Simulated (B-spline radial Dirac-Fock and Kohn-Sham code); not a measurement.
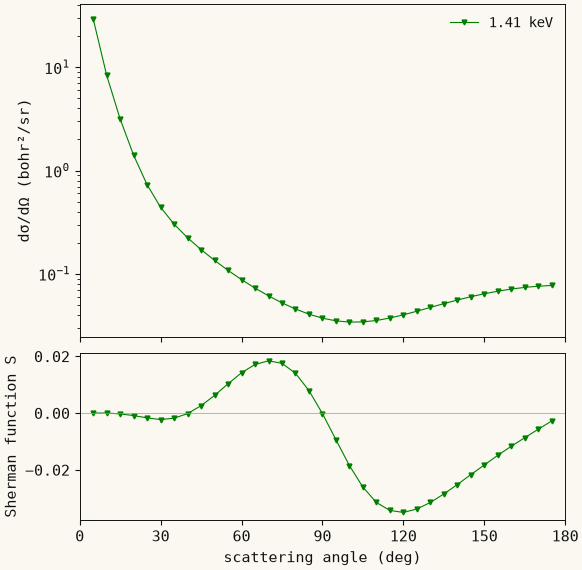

Figure. Differential cross section for elastic electron scattering and the Sherman function against angle at 1.41 keV, computed at the marked angles. Species: neutral zinc. The calculation used Dirac partial waves in the static Dirac–Fock field with Furness–McCarthy exchange, no polarisation or absorption (a B-spline radial atomic code).

What can be read from it?

At 1.41 keV the cross section is 29.4 bohr²/sr at 5°, 0.037 at 90° and 0.077 at 175°, with a minimum near 100°; among the marked angles the Sherman function is largest in size at 120° (−0.035), though it can peak far more sharply between them at a deep minimum; the integral is 4.35 bohr².
